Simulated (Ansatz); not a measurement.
Cd (P6_3/mmc): the Drude term of Re ε in the infrared

Re ε of Cd (P6_3/mmc) along x at low photon energies is read from one computed spectrum; the carriers' damping was typed as γ = 0.05 eV. x, y and z are the Cartesian axes of the input cell.

Cell: a, b, c = 2.979, 2.979, 5.618 Å (primitive vectors), 2 atoms.

Method: Ansatz 0.2.0, PBE, independent particles, k-mesh 15×15×6 with interpolation inside its cells, Gaussian parameter 0.15 eV.

Launch of the response step: `ansatz run input.yaml --threads 4 --pin off --max-ram 8192MiB --backend cpu --events-out ev --progress --plain --runs-dir out`. The run took 70 s, on 4 threads of Intel(R) Xeon(R) Platinum 8559C (Emerald Rapids) (shared host).

| photon energy E (eV) | wavelength (µm) | Re ε |
| --- | --- | --- |
| 0.25 | 4.96 | ? |
| 0.30 | 4.13 | -608.9 |
| 0.35 | 3.54 | -444.1 |
| 0.40 | 3.10 | -331.0 |
| 0.50 | 2.48 | -188.7 |
| 0.60 | 2.07 | -103.0 |
| 0.70 | 1.77 | -41.6 |

A Drude term over a constant background gives Re ε = ε_b − ωp²/(E² + γ²), linear in 1/(E² + γ²).

Working, on the rows shown:

| x = 1/(E² + γ²) (eV⁻²) | y = Re ε |
| --- | --- |
| 10.8108 | -608.9 |
| 8 | -444.1 |
| 6.15385 | -331 |
| 3.9604 | -188.7 |
| 2.75862 | -103 |
| 2.03046 | -41.6 |

Means: x̄ = 5.619, ȳ = -286.22. Σ(x − x̄)(y − ȳ) = -3639, Σ(x − x̄)² = 56.72. Slope = -3639 / 56.72 = -64.15; intercept = ȳ − slope · x̄ = 74.263. The line misses the rows shown by at most 14.

Fill in the last column of the withheld row.

At x = 15.385 the line gives y = -912.71. The run gave -869.0, so the extrapolation is off by 44, 5 % of the range in the table.

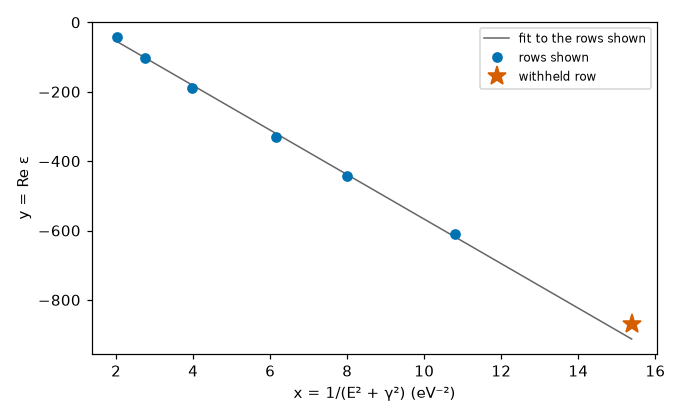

Refitted with all rows, the slope is -61.51 and the intercept 61.972. These give ωp = √(−slope) = 7.84 eV, against 7.69 eV from the program's Fermi-surface sum, and an intercept of 62.0. Taking the program's Drude term off the rows leaves 40 at the lowest energy and 78 at the highest, so the background isn't constant: interband transitions lie in or near the window, and neither fitted number can be trusted. The values come from a sum over the points of one k-mesh and carry its error, which is largest for Fermi-surface quantities. Spin-orbit coupling is left out.
